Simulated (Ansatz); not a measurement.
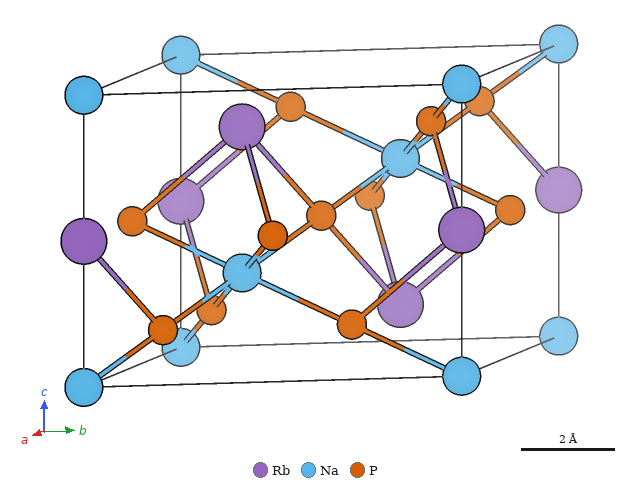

This ball-and-stick model is shown slightly off an axis. The wireframe shows the conventional unit cell.

Cell parameters: a = 8.516 Å, b = 8.516 Å, c = 6.374 Å, α = 90.00°, β = 90.00°, γ = 120.00°.

Contacts drawn as bonds: Na–P up to 3.37 Å, P–Rb up to 4.09 Å (cut-off distances).

The composition is RbNaP3.

What is the Bravais lattice?

Answer. Rhombohedral (trigonal R) lattice; the crystal system is trigonal.

Identify the space group.

Answer. R-3m (No. 166), with Rb on 3b, Na on 3a and P on 9d.

What is Na bonded to?

Answer. Six P at about 2.7 Å.

Origin of the cell: a textbook structure type filled with these elements (whether it is the usual form wasn't checked). A relaxation with Ansatz 0.2.0, DFT PBE, scalar-relativistic, plane waves, PAW gave the geometry drawn.
